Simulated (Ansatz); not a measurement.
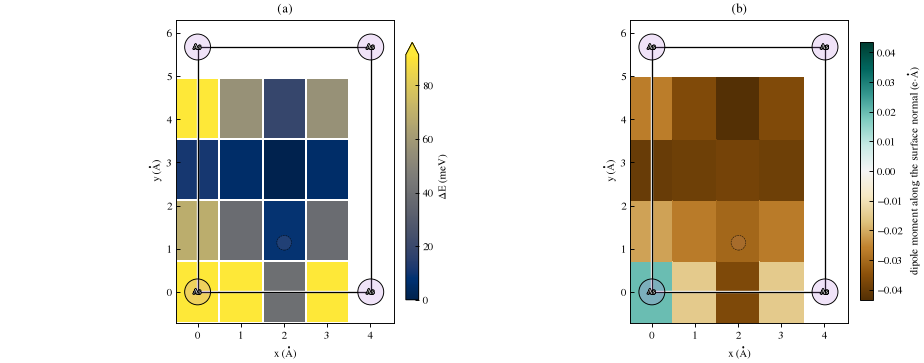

N₂ on a GaAs(110) slab cut from the F-43m phase, its upper half relaxed before the scan (6 atoms of substrate and one adsorbate in a 1 × 1 cell). N2 is moved over the surface cell at a fixed height above a rigid substrate; the origin of the map has the adsorbate above As6; the height is held at 2.90 Å. Places are given modulo a cell vector. The map is drawn in real space over the plane of the surface. Grid: 4 × 4 points; 12 points were computed and 4 follow by symmetry. Energies: meV, counted from the lowest grid point. With one adsorbate in each 1 × 1 cell, its nearest image is 4.0 Å away, so neighbouring adsorbates interact. At a fixed height the lowest place need not be the adsorption site. Level of theory: DFT PBE+D3(BJ), scalar-relativistic, plane waves, PAW in Ansatz 0.2.0. Settings: cutoff 420 eV, k-mesh 7×5×1, gaussian smearing 0.05 eV, no spin polarisation.

Panel (a) is the energy and panel (b) the computed dipole moment along the surface normal on the same grid.

Drawn: one coloured cell a grid point, labelled circles for the atoms of the top layer and small ones for the second layer, the outline of one cell of the plane, one colour for all values above the top of the scale.

Question: How does the dipole moment along the surface normal vary over the map, and what is it at the lowest grid point?

Answer: It runs from −0.04 e·Å at (2/4, 3/4) of the cell vectors to 0.02 e·Å at the top site over a surface As atom, (0/4, 0/4) of the cell vectors. At the lowest grid point, a fourfold hollow, (2/4, 2/4) of the cell vectors, it is −0.04 e·Å.

PAW datasets: the set soft_1.
